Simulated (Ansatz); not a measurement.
C₂H₆O₂Sn: geometry relaxation (part 2 of 2)

Continued. System: C₂H₆O₂Sn, SMILES CC(=O)[O][SnH3]. Method: RKS PBE-D4/def2-SVP (Ansatz 0.2.0). The geometry: force-field start.

Geometry of the input (Å):
```
C  0.1298  -1.7820  1.2989
C  -0.2786  -0.6871  0.2926
O  -1.3339  -0.8227  -0.4385
O  0.6311  0.4343  0.1319
Sn 0.1718  1.8695  -1.2141
H  0.7307  -1.2919  2.0771
H  0.6512  -2.5568  0.7801
H  -0.7997  -2.1254  1.7526
H  -1.3768  2.6183  -0.7863
H  1.4260  3.0967  -1.0888
H  0.1137  1.1902  -2.7848
```

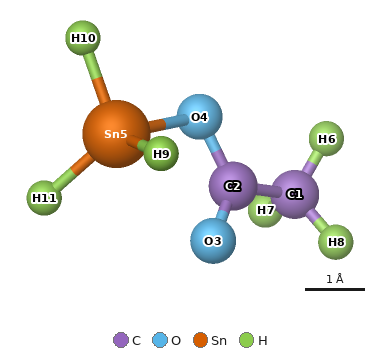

**Figure 1.** The geometry at step 7 of the log (ball-and-stick view, seen at a tilt; atoms are numbered from 1 in the order of the input).

```
1241 factors; their error is unknown
mean field -12085.66125766 eV, -444.1398592636 hartree, gradient 1.8e-5 eV, S^2 0.000000; 1 other end points of the search recorded, 0 dependent functions left out
the calculation of the forces begins
reference -12085.66130267 eV, -444.1398609176 hartree; 28, 28 occupied and 84, 84 virtual orbitals, 1241 factors
Total energy: -12085.88784547 eV, -444.1481862121 hartree
Atom 0 at     0.091580    -1.675208     1.241831 Å, force     0.005054    -0.013645    -0.010496 eV/Å
Atom 1 at    -0.164957    -0.527726     0.294034 Å, force    -0.005207    -0.012861     0.019857 eV/Å
Atom 2 at    -1.182138    -0.437026    -0.411161 Å, force     0.009907     0.003334     0.004671 eV/Å
Atom 3 at     0.783552     0.385159     0.239576 Å, force     0.002527     0.010437    -0.009563 eV/Å
Atom 4 at     0.040887     1.750411    -1.213715 Å, force    -0.001004    -0.000469    -0.008053 eV/Å
Atom 5 at     0.526797    -1.303868     2.189356 Å, force    -0.011993    -0.015162    -0.014799 eV/Å
Atom 6 at     0.836908    -2.358076     0.782753 Å, force    -0.017526     0.018974     0.019930 eV/Å
Atom 7 at    -0.841864    -2.235471     1.427962 Å, force     0.018109     0.011858    -0.005780 eV/Å
Atom 8 at    -1.391997     2.525538    -0.662622 Å, force     0.001102    -0.003241     0.003078 eV/Å
Atom 9 at     1.403332     2.815691    -1.106154 Å, force     0.000785     0.000971    -0.000147 eV/Å
Atom 10 at    -0.036800     1.003677    -2.761160 Å, force    -0.001756    -0.000195     0.001303 eV/Å
Dipole moment:     0.125018     0.027539     0.032125 e Å
```

### Trajectory as extended XYZ (Å, eV, eV/Å), 10 of the 12 frames kept, from step=1 to step=12
```
11
Properties=species:S:1:pos:R:3:forces:R:3 step=1 energy=-12085.16215
C     0.1298   -1.7820    1.2989   -0.6122   2.8568   0.0328
C    -0.2786   -0.6871    0.2926   -1.9432   0.9543  -3.2231
O    -1.3339   -0.8227   -0.4385    3.8920   0.9931   2.5827
O     0.6311    0.4343    0.1319   -1.5984  -3.1680   1.3134
Sn    0.1718    1.8695   -1.2141   -0.8852   0.9636  -0.3903
H     0.7307   -1.2919    2.0771    0.4459  -0.2339   0.1688
H     0.6512   -2.5568    0.7801    0.6930  -1.0219  -0.5212
H    -0.7997   -2.1254    1.7526   -0.3838  -0.4635   0.0738
H    -1.3768    2.6183   -0.7863    0.4760  -0.2885  -0.0534
H     1.4260    3.0967   -1.0888   -0.1521  -0.4659   0.1296
H     0.1137    1.1902   -2.7848    0.0680  -0.1262  -0.1132
11
Properties=species:S:1:pos:R:3:forces:R:3 step=2 energy=-12085.67968
C     0.1294   -1.7088    1.2701   -0.1385   0.7788  -0.3577
C    -0.2345   -0.6688    0.2122   -0.4111   1.9501   0.2038
O    -1.2842   -0.6943   -0.4499    1.4314  -0.0234   0.3639
O     0.6285    0.4309    0.1884   -0.9496  -2.0475   0.0600
Sn    0.0770    1.8437   -1.2100    0.2657  -0.1674  -0.3560
H     0.7586   -1.2646    2.0625    0.1232  -0.0397  -0.1144
H     0.6593   -2.5294    0.7728    0.2039  -0.3952  -0.0142
H    -0.8110   -2.0753    1.7109   -0.0870  -0.2050  -0.0404
H    -1.3843    2.5568   -0.7492   -0.3829   0.1297   0.1010
H     1.4094    2.9209   -1.0004    0.0023  -0.0016   0.0278
H     0.1173    1.1321   -2.7865   -0.0574   0.0211   0.1262
11
Properties=species:S:1:pos:R:3:forces:R:3 step=3 energy=-12085.79131
C     0.1154   -1.6603    1.2595   -0.4032  -0.0934   0.1417
C    -0.2668   -0.5637    0.2803    2.0267   0.5245  -0.0832
O    -1.2166   -0.5883   -0.4859   -0.7475   0.0194  -0.1212
O     0.6738    0.4161    0.2112   -0.8800  -0.6593   0.3014
Sn    0.0457    1.8071   -1.2193    0.6111  -0.5095  -0.2960
H     0.7529   -1.2844    2.0878   -0.1094  -0.0053  -0.2035
H     0.6802   -2.4533    0.7117   -0.1419   0.2130   0.0850
H    -0.8145   -2.1181    1.6651    0.2170  -0.0033  -0.0622
H    -1.4017    2.4951   -0.7363   -0.5600   0.2538   0.1552
H     1.4090    2.8227   -0.9674    0.0414   0.1716  -0.0550
H     0.0877    1.0703   -2.7859   -0.0542   0.0885   0.1377
11
Properties=species:S:1:pos:R:3:forces:R:3 step=5 energy=-12085.79886 accepted=F
C     0.0812   -1.6681    1.2908    0.1035  -0.0502  -0.3464
C    -0.1559   -0.5605    0.2861   -0.1438   0.6867   0.1342
O    -1.1491   -0.5053   -0.4508   -0.2400  -0.0794   0.0262
O     0.7911    0.3636    0.1926   -0.1276  -0.1529   0.3562
Sn    0.0318    1.7758   -1.2054   -0.0128  -0.1758  -0.1185
H     0.6974   -1.3589    2.1577    0.0158   0.0653  -0.1920
H     0.6585   -2.3785    0.6662    0.1402  -0.4160   0.3482
H    -0.8510   -2.1677    1.6359    0.1298   0.2437  -0.2757
H    -1.4708    2.5371   -0.7743    0.2023  -0.1813   0.0392
H     1.3639    2.8683   -1.0162   -0.0347   0.0113   0.0212
H     0.0682    1.0372   -2.7620   -0.0328   0.0486   0.0075
11
Properties=species:S:1:pos:R:3:forces:R:3 step=6 energy=-12085.88183
C     0.1004   -1.6699    1.2510   -0.0098  -0.0432  -0.0257
C    -0.1654   -0.5201    0.3074   -0.0748  -0.0611  -0.0304
O    -1.1652   -0.4738   -0.4259    0.0326   0.0587  -0.0081
O     0.7550    0.4209    0.2688    0.0515   0.0123   0.0539
Sn    0.0426    1.7595   -1.2167   -0.0300  -0.0232  -0.0010
H     0.7210   -1.3659    2.1145   -0.0147   0.0160  -0.0499
H     0.6528   -2.4477    0.6815   -0.0022   0.0038   0.0712
H    -0.8580   -2.1106    1.5847    0.0474   0.0199  -0.0142
H    -1.4514    2.4720   -0.7553   -0.0073   0.0111   0.0077
H     1.3523    2.8754   -1.0281    0.0104   0.0124  -0.0127
H     0.0811    1.0033   -2.7611   -0.0033  -0.0068   0.0094
11
Properties=species:S:1:pos:R:3:forces:R:3 step=7 energy=-12085.88503
C     0.0974   -1.6744    1.2452   -0.0380   0.0139  -0.0043
C    -0.1572   -0.5216    0.3016    0.0036   0.0165  -0.0286
O    -1.1601   -0.4482   -0.4284    0.0408  -0.0248   0.0358
O     0.7724    0.4113    0.2665   -0.0040  -0.0649   0.0404
Sn    0.0330    1.7489   -1.2131    0.0137   0.0614  -0.0213
H     0.6618   -1.3453    2.1369   -0.0148   0.0178  -0.0073
H     0.7123   -2.4357    0.7226    0.0043   0.0102  -0.0215
H    -0.8605   -2.1446    1.5322    0.0160   0.0057  -0.0011
H    -1.4379    2.4961   -0.7252    0.0025  -0.0147   0.0029
H     1.3612    2.8535   -1.0541   -0.0114  -0.0091  -0.0074
H     0.0429    1.0032   -2.7636   -0.0127  -0.0120   0.0124
11
Properties=species:S:1:pos:R:3:forces:R:3 step=8 energy=-12085.88555
C     0.0935   -1.6730    1.2417    0.0011  -0.0078  -0.0019
C    -0.1515   -0.5202    0.2969    0.0093   0.0231  -0.0090
O    -1.1498   -0.4405   -0.4382   -0.0040  -0.0436   0.0313
O     0.7806    0.4095    0.2698    0.0049  -0.0049   0.0083
Sn    0.0369    1.7531   -1.2097   -0.0023  -0.0198  -0.0084
H     0.6370   -1.3357    2.1439   -0.0200  -0.0020  -0.0124
H     0.7291   -2.4266    0.7310   -0.0137   0.0279  -0.0019
H    -0.8645   -2.1533    1.5106    0.0143   0.0067  -0.0049
H    -1.4346    2.4891   -0.7067    0.0164   0.0096   0.0033
H     1.3700    2.8540   -1.0681   -0.0171  -0.0116  -0.0047
H     0.0185    0.9869   -2.7504    0.0110   0.0223   0.0003
11
Properties=species:S:1:pos:R:3:forces:R:3 step=10 energy=-12085.88678
C     0.0916   -1.6752    1.2418    0.0280  -0.0501   0.0502
C    -0.1696   -0.5252    0.2983   -0.0010  -0.0958  -0.0744
O    -1.1883   -0.4340   -0.4056    0.0234   0.0207   0.0452
O     0.7841    0.3802    0.2346    0.0112   0.0587   0.0101
Sn    0.0409    1.7483   -1.2157   -0.0035   0.0116  -0.0024
H     0.5280   -1.3007    2.1908   -0.0453  -0.0626  -0.0810
H     0.8413   -2.3562    0.7792   -0.0924   0.0884   0.0629
H    -0.8421   -2.2389    1.4289    0.0800   0.0415  -0.0115
H    -1.3920    2.5241   -0.6634    0.0071  -0.0080  -0.0034
H     1.4028    2.8140   -1.1020    0.0003  -0.0006  -0.0034
H    -0.0314    1.0066   -2.7661   -0.0077  -0.0037   0.0078
11
Properties=species:S:1:pos:R:3:forces:R:3 step=11 energy=-12085.88516 accepted=F
C     0.0912   -1.6760    1.2412    0.0851  -0.1205  -0.0407
C    -0.1611   -0.5345    0.2851   -0.0892   0.1476   0.2348
O    -1.1883   -0.4318   -0.4030    0.0396  -0.0476  -0.0906
O     0.7844    0.3830    0.2372    0.0191  -0.0585  -0.0955
Sn    0.0404    1.7498   -1.2151   -0.0065   0.0072   0.0200
H     0.5147   -1.2954    2.1935   -0.0448  -0.0422  -0.0931
H     0.8499   -2.3557    0.7910   -0.0913   0.0664   0.0861
H    -0.8423   -2.2431    1.4201    0.0863   0.0523  -0.0219
H    -1.3882    2.5277   -0.6560    0.0034  -0.0041  -0.0053
H     1.4051    2.8118   -1.1085    0.0051   0.0047  -0.0024
H    -0.0406    1.0073   -2.7648   -0.0067  -0.0053   0.0086
11
Properties=species:S:1:pos:R:3:forces:R:3 step=12 energy=-12085.88780
C     0.0916   -1.6752    1.2418    0.0051  -0.0136  -0.0105
C    -0.1650   -0.5277    0.2940   -0.0052  -0.0129   0.0199
O    -1.1821   -0.4370   -0.4112    0.0099   0.0033   0.0047
O     0.7836    0.3852    0.2396    0.0025   0.0104  -0.0096
Sn    0.0409    1.7504   -1.2137   -0.0010  -0.0005  -0.0081
H     0.5268   -1.3039    2.1894   -0.0120  -0.0152  -0.0148
H     0.8369   -2.3581    0.7828   -0.0175   0.0190   0.0199
H    -0.8419   -2.2355    1.4280    0.0181   0.0119  -0.0058
H    -1.3920    2.5255   -0.6626    0.0011  -0.0032   0.0031
H     1.4033    2.8157   -1.1062    0.0008   0.0010  -0.0001
H    -0.0368    1.0037   -2.7612   -0.0018  -0.0002   0.0013
```
